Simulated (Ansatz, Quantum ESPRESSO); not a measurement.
# Lattice dynamics of K3OF (Pm-3m) in two programs

Wanted: phonon bands, density of states and zone-centre response of K3OF (Pm-3m).

Main program and level: Quantum ESPRESSO 7.5; DFT LDA, scalar-relativistic, plane waves, PseudoDojo norm-conserving pseudopotentials.

The structure was built from a prototype and need not be the compound's stable phase.

### 1. Set-up

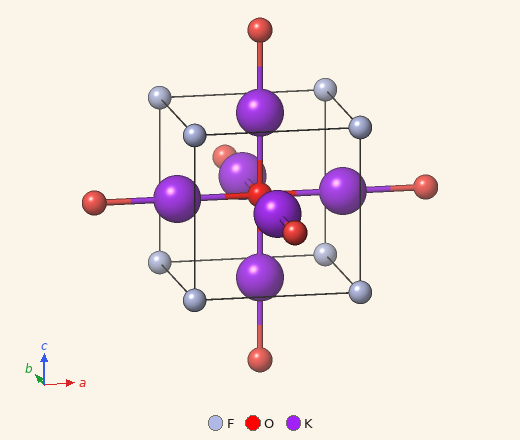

The starting structure, seen slightly off an axis (fluorine light blue, oxygen red, potassium purple). Some periodic images of atoms are drawn too.

### 2. A probe with smearing

Before anything dear is run, a loose run with smearing shows whether this is a metal and how far the cell is from rest.

File probe.in:

```
&control
   calculation = 'scf'
   prefix = 'x'
   outdir = './tmp'
   pseudo_dir = './pseudo'
   tprnfor = .true.
   tstress = .true.
   verbosity = 'high'
/
&system
   ibrav = 1
   celldm(1) = 9.98153339
   nat = 5
   ntyp = 3
   ecutwfc = 84.0
   occupations = 'smearing'
   smearing = 'gaussian'
   degauss = 0.01
/
&electrons
   conv_thr = 1.0d-07
   mixing_beta = 0.7
   electron_maxstep = 100
/
ATOMIC_SPECIES
 F      18.9984  F.upf
 O      15.9990  O.upf
 K      39.0983  K.upf
ATOMIC_POSITIONS crystal
 F      0.000000000   0.000000000   0.000000000
 O      0.500000000   0.500000000   0.500000000
 K      0.500000000   0.500000000   0.000000000
 K      0.500000000   0.000000000   0.500000000
 K      0.000000000   0.500000000   0.500000000
K_POINTS automatic
 4 4 4 0 0 0
```

Started as:

```console
> OMP_NUM_THREADS=1 mpirun -n 4 pw.x -nk 4 -in probe.in > probe.out
```

What it wrote:

```text
[banners, grids, parts of the stress and lines that vanish by symmetry left out]
Program PWSCF v.7.5
     bravais-lattice index     =            1
     lattice parameter (alat)  =       9.9815  a.u.
[...]
kinetic-energy cutoff     =      84.0000  Ry
     charge density cutoff     =     336.0000  Ry
     scf convergence threshold =      1.0E-07
[...]
Exchange-correlation= SLA  PW   NOGX NOGC
                           (   1   4   0   0   0   0   0)
[...]
48 Sym. Ops., with inversion, found
[...]
(     0          1          0      )
                  (     0          0          1      )
[...]
(  0.0000000  1.0000000  0.0000000 )
                  (  0.0000000  0.0000000  1.0000000 )
[...]
(     0         -1          0      )
                  (     0          0          1      )
[...]
( -1.0000000  0.0000000  0.0000000 )
                  (  0.0000000  1.0000000  0.0000000 )
[...]
number of k points=    10  Gaussian smearing, width (Ry)=  0.0100
[...]
End of self-consistent calculation
[...]
the Fermi energy is     2.8506 ev
!    total energy              =    -261.89414803 Ry
[...]
convergence has been achieved in  12 iterations
[...]
atom    1 type  1   force =     0.00000000    0.00000000    0.00000000
     atom    2 type  2   force =     0.00000000    0.00000000    0.00000000
     atom    3 type  3   force =     0.00000000    0.00000000    0.00000000
     atom    4 type  3   force =     0.00000000    0.00000000    0.00000000
     atom    5 type  3   force =     0.00000000    0.00000000    0.00000000
[...]
Total force =     0.000000     Total SCF correction =     0.000000
[...]
total   stress  (Ry/bohr**3)                   (kbar)     P=      -35.05
[...]
XML data file, charge density, pseudopotentials, collected wavefunctions

   JOB DONE.
```

Wall time 11 s (4 MPI ranks of Intel Xeon 6975P-C (Granite Rapids), shared host).

This step gave:

```yaml
volume_per_atom: 29.47 Å³
pressure: -3.505 GPa
gap_on_the_k_mesh: 0.7483 eV
```

A gap of 0.75 eV opens on this mesh, so the crystal is taken as an insulator; the start stands at -3.5 GPa.

### 3. Relaxation

The relaxation runs at a cutoff a fifth above that of the response, since stress converges more slowly with the basis than frequencies do. Forces and stress are brought to rest with tight thresholds.

File relax.in:

```
&control
   calculation = 'vc-relax'
   prefix = 'x'
   outdir = './tmp'
   pseudo_dir = './pseudo'
   tprnfor = .true.
   tstress = .true.
   forc_conv_thr = 2.0d-05
   etot_conv_thr = 1.0d-07
   nstep = 40
/
&system
   ibrav = 1
   celldm(1) = 9.98153339
   nat = 5
   ntyp = 3
   ecutwfc = 101
   occupations = 'fixed'
   nbnd = 22
/
&electrons
   conv_thr = 1.0d-11
   mixing_beta = 0.7
   electron_maxstep = 100
/
&ions
/
&cell
   press_conv_thr = 0.2
/
ATOMIC_SPECIES
 F      18.9984  F.upf
 O      15.9990  O.upf
 K      39.0983  K.upf
ATOMIC_POSITIONS crystal
 F      0.000000000   0.000000000   0.000000000
 O      0.500000000   0.500000000   0.500000000
 K      0.500000000   0.500000000   0.000000000
 K      0.500000000   0.000000000   0.500000000
 K      0.000000000   0.500000000   0.500000000
K_POINTS automatic
 4 4 4 0 0 0
```

Started as:

```console
> OMP_NUM_THREADS=1 mpirun -n 4 pw.x -nk 4 -in relax.in > relax.out
```

What it wrote:

```text
[banners, grids, parts of the stress and lines that vanish by symmetry left out]
[banner, memory and clock lines left out]
Program PWSCF v.7.5

[...]
kinetic-energy cutoff     =     101.0000  Ry
     charge density cutoff     =     404.0000  Ry
     scf convergence threshold =      1.0E-11
[...]
energy convergence thresh.=      1.0E-07
     force convergence thresh. =      2.0E-05
     press convergence thresh. =      2.0E-01
     Exchange-correlation= SLA  PW   NOGX NOGC
                           (   1   4   0   0   0   0   0)
[...]
48 Sym. Ops., with inversion, found
[...]
number of k points=    10
[...]
End of self-consistent calculation
[...]
highest occupied, lowest unoccupied level (ev):     2.4574    3.2066
!    total energy              =    -261.89420322 Ry
[...]
convergence has been achieved in  16 iterations
[...]
atom    1 type  1   force =     0.00000000    0.00000000    0.00000000
     atom    2 type  2   force =     0.00000000    0.00000000    0.00000000
     atom    3 type  3   force =     0.00000000    0.00000000    0.00000000
     atom    4 type  3   force =     0.00000000    0.00000000    0.00000000
     atom    5 type  3   force =     0.00000000    0.00000000    0.00000000
     Total force =     0.000000     Total SCF correction =     0.000000
[...]
total   stress  (Ry/bohr**3)                   (kbar)     P=      -34.90
[...]
number of bfgs steps    =   0
[...]
CELL_PARAMETERS (alat=  9.98153339)
[...]
ATOMIC_POSITIONS (crystal)
F                0.0000000000        0.0000000000        0.0000000000
O                0.5000000000        0.5000000000        0.5000000000
K                0.5000000000        0.5000000000        0.0000000000
K                0.5000000000        0.0000000000        0.5000000000
[...]
New effective cutoffs (rho, wfc):  408.61  102.20
[...]
End of self-consistent calculation
[...]
highest occupied, lowest unoccupied level (ev):     2.5780    3.3249
!    total energy              =    -261.89827623 Ry
[...]
convergence has been achieved in   9 iterations
[...]
atom    1 type  1   force =     0.00000000    0.00000000    0.00000000
     atom    2 type  2   force =     0.00000000    0.00000000    0.00000000
     atom    3 type  3   force =     0.00000000    0.00000000    0.00000000
     atom    4 type  3   force =     0.00000000    0.00000000    0.00000000
     atom    5 type  3   force =     0.00000000    0.00000000    0.00000000
     Total force =     0.000000     Total SCF correction =     0.000000
[...]
total   stress  (Ry/bohr**3)                   (kbar)     P=      -33.20
[...]
number of bfgs steps    =   1
[...]
WARNING: bfgs curvature condition failed, Theta= 0.851
[...]
CELL_PARAMETERS (alat=  9.98153339)
[...]
ATOMIC_POSITIONS (crystal)
[...]
New effective cutoffs (rho, wfc):  416.02  104.06
[...]
End of self-consistent calculation
[...]
highest occupied, lowest unoccupied level (ev):     2.7663    3.5085
!    total energy              =    -261.90389116 Ry
[...]
convergence has been achieved in  12 iterations
[...]
atom    1 type  1   force =     0.00000000    0.00000000    0.00000000
     atom    2 type  2   force =     0.00000000    0.00000000    0.00000000
     atom    3 type  3   force =     0.00000000    0.00000000    0.00000000
[...]
New effective cutoffs (rho, wfc):  469.04  117.32
[...]
highest occupied, lowest unoccupied level (ev):     4.2281    4.8944
!    total energy              =    -261.92094174 Ry
[...]
convergence has been achieved in  12 iterations
[...]
Total force =     0.000000     Total SCF correction =     0.000000
[...]
total   stress  (Ry/bohr**3)                   (kbar)     P=        4.17
[...]
number of bfgs steps    =   5
[...]
New effective cutoffs (rho, wfc):  463.78  116.00
[...]
highest occupied, lowest unoccupied level (ev):     4.0744    4.7513
!    total energy              =    -261.92111035 Ry
[...]
convergence has been achieved in  11 iterations
[...]
Total force =     0.000000     Total SCF correction =     0.000000
[...]
total   stress  (Ry/bohr**3)                   (kbar)     P=       -0.43
[...]
number of bfgs steps    =   6
[...]
New effective cutoffs (rho, wfc):  464.28  116.13
[...]
highest occupied, lowest unoccupied level (ev):     4.0889    4.7647
!    total energy              =    -261.92111232 Ry
[...]
convergence has been achieved in   9 iterations
[...]
Total force =     0.000000     Total SCF correction =     0.000000
[...]
total   stress  (Ry/bohr**3)                   (kbar)     P=       -0.01
[...]
number of bfgs steps    =   7
[...]
small trust_radius: resetting bfgs history
[...]
CELL_PARAMETERS (alat=  9.98153339)
[...]
ATOMIC_POSITIONS (crystal)
[...]
New effective cutoffs (rho, wfc):  464.28  116.13
[...]
End of self-consistent calculation
[...]
highest occupied, lowest unoccupied level (ev):     4.0889    4.7648
!    total energy              =    -261.92111232 Ry
[...]
convergence has been achieved in   3 iterations
[...]
atom    3 type  3   force =     0.00000000    0.00000000    0.00000000
     atom    4 type  3   force =     0.00000000    0.00000000    0.00000000
     atom    5 type  3   force =     0.00000000    0.00000000    0.00000000
     Total force =     0.000000     Total SCF correction =     0.000000
[...]
total   stress  (Ry/bohr**3)                   (kbar)     P=       -0.01
[...]
bfgs converged in   9 scf cycles and   8 bfgs steps
[...]
End of BFGS Geometry Optimization
     Final enthalpy           =    -261.9211123190 Ry
     File ./tmp/x.bfgs deleted, as requested
[...]
CELL_PARAMETERS (alat=  9.98153339)
[...]
ATOMIC_POSITIONS (crystal)
[...]
K                0.5000000000        0.0000000000        0.5000000000
K                0.0000000000        0.5000000000        0.5000000000
[...]
Final scf calculation at the relaxed structure.
[...]
kinetic-energy cutoff     =     101.0000  Ry
     charge density cutoff     =     404.0000  Ry
     scf convergence threshold =      1.0E-13
[...]
press convergence thresh. =      2.0E-01
     Exchange-correlation= SLA  PW   NOGX NOGC
                           (   1   4   0   0   0   0   0)
[...]
48 Sym. Ops., with inversion, found
[...]
number of k points=    10
[...]
End of self-consistent calculation
[...]
highest occupied, lowest unoccupied level (ev):     4.0889    4.7648
!    total energy              =    -261.92109775 Ry
[...]
convergence has been achieved in  17 iterations
[...]
atom    1 type  1   force =     0.00000000    0.00000000    0.00000000
     atom    2 type  2   force =     0.00000000    0.00000000    0.00000000
     atom    3 type  3   force =     0.00000000    0.00000000    0.00000000
     atom    4 type  3   force =     0.00000000    0.00000000    0.00000000
     atom    5 type  3   force =     0.00000000    0.00000000    0.00000000
     Total force =     0.000000     Total SCF correction =     0.000000
[...]
total   stress  (Ry/bohr**3)                   (kbar)     P=       -0.02
[...]
XML data file, charge density, pseudopotentials, collected wavefunctions
```

Run time: 2.2 min. Hardware: 4 MPI ranks; 8.7 min of CPU time.

Relaxation path:

```csv
step,energy less that of the first step (eV),largest force (eV/Å),pressure (GPa),volume (Å³)
1,0.0000,0.0000,-3.49,147.37
2,-0.0554,0.0000,-3.32,144.76
3,-0.1318,0.0000,-3.03,140.91
4,-0.2294,0.0000,-2.49,135.26
5,-0.3309,0.0000,-1.41,127.07
6,-0.3638,0.0000,0.42,117.70
7,-0.3661,0.0000,-0.04,119.71
8,-0.3661,0.0000,0.00,119.52
9,-0.3661,0.0000,0.00,119.52
10,-0.3659,0.0000,0.00,119.52
```

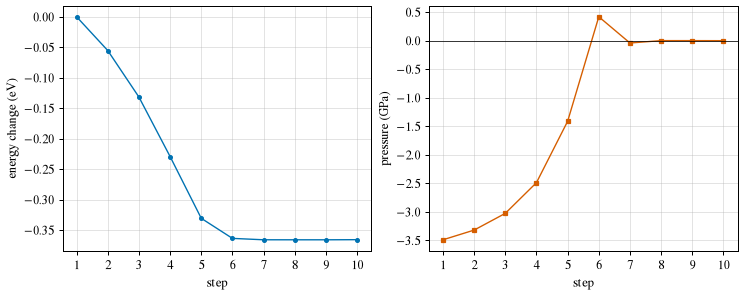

Energy and pressure along the relaxation.

| conventional cell, symmetrised | before | after | change |
| --- | --- | --- | --- |
| a (Å) | 5.282 | 4.926 | -6.7 % |
| b (Å) | 5.282 | 4.926 | -6.7 % |
| c (Å) | 5.282 | 4.926 | -6.7 % |
| volume (Å³/atom) | 29.47 | 23.90 | -18.9 % |

The relaxed structure:

```
CELL_PARAMETERS angstrom
4.92582 0.00000 0.00000
0.00000 4.92582 0.00000
0.00000 0.00000 4.92582
ATOMIC_POSITIONS crystal
F 0.00000 0.00000 0.00000
O 0.50000 0.50000 0.50000
K 0.50000 0.50000 0.00000
K 0.50000 0.00000 0.50000
K 0.00000 0.50000 0.50000
```

The last row of the table of steps is pw.x's closing run on a basis chosen anew for the final cell, so its energy can jump.

Numbers from this step:

```
volume per atom   : 23.90 Å³
pressure          : -0.002 GPa
gap on the k-mesh : 0.6759 eV
```

The volume changes by -18.9 % from the cell with which this run began.

### 4. Self-consistent run for the response

Perturbation theory inherits every error of the wavefunctions, so the threshold is set near the limit of the arithmetic. With a gap, occupations are fixed, which also allows the response to an electric field.

File scf.in:

```
&control
   calculation = 'scf'
   prefix = 'x'
   outdir = './tmp'
   pseudo_dir = './pseudo'
   tprnfor = .true.
   tstress = .true.
/
&system
   ibrav = 1
   celldm(1) = 9.30844271
   nat = 5
   ntyp = 3
   ecutwfc = 84.0
   occupations = 'fixed'
   nbnd = 22
/
&electrons
   conv_thr = 1.0d-12
   mixing_beta = 0.7
   electron_maxstep = 100
/
ATOMIC_SPECIES
 F      18.9984  F.upf
 O      15.9990  O.upf
 K      39.0983  K.upf
ATOMIC_POSITIONS crystal
 F      0.000000000   0.000000000   0.000000000
 O      0.500000000   0.500000000   0.500000000
 K      0.500000000   0.500000000   0.000000000
 K      0.500000000   0.000000000   0.500000000
 K      0.000000000   0.500000000   0.500000000
K_POINTS automatic
 4 4 4 0 0 0
```

Started as:

```console
> OMP_NUM_THREADS=1 mpirun -n 4 pw.x -nk 4 -in scf.in > scf.out
```

What it wrote:

```text
[banners, grids, parts of the stress and lines that vanish by symmetry left out]
[banner, memory and clock lines left out]
Program PWSCF v.7.5

[...]
kinetic-energy cutoff     =      84.0000  Ry
     charge density cutoff     =     336.0000  Ry
     scf convergence threshold =      1.0E-12
[...]
Exchange-correlation= SLA  PW   NOGX NOGC
                           (   1   4   0   0   0   0   0)
[...]
48 Sym. Ops., with inversion, found
[...]
number of k points=    10
[...]
End of self-consistent calculation
[...]
highest occupied, lowest unoccupied level (ev):     4.0889    4.7648
!    total energy              =    -261.92104361 Ry
[...]
convergence has been achieved in  17 iterations
[...]
atom    1 type  1   force =     0.00000000    0.00000000    0.00000000
     atom    2 type  2   force =     0.00000000    0.00000000    0.00000000
     atom    3 type  3   force =     0.00000000    0.00000000    0.00000000
     atom    4 type  3   force =     0.00000000    0.00000000    0.00000000
     atom    5 type  3   force =     0.00000000    0.00000000    0.00000000
     Total force =     0.000000     Total SCF correction =     0.000000
[...]
total   stress  (Ry/bohr**3)                   (kbar)     P=       -0.10
[...]
XML data file, charge density, pseudopotentials, collected wavefunctions
```

It took 13 s on 4 MPI ranks.

Numbers from this step:

```
pressure : -0.01 GPa
```

The cell stands at -0.01 GPa, close enough for phonons.

(Continued in part 2 of 4.)

[Host names and launcher messages were left out of these logs when they were recorded.]

[Logs are printed without paths, hosts, clocks, repeated set-up lines and the standing remarks that a program may print on its own settings, such as how far it seeks lower states.]

[Hosts, paths, dates, database ids (printed as entryN), source tags and the programs' standing remarks are cut or masked in the printed files.]
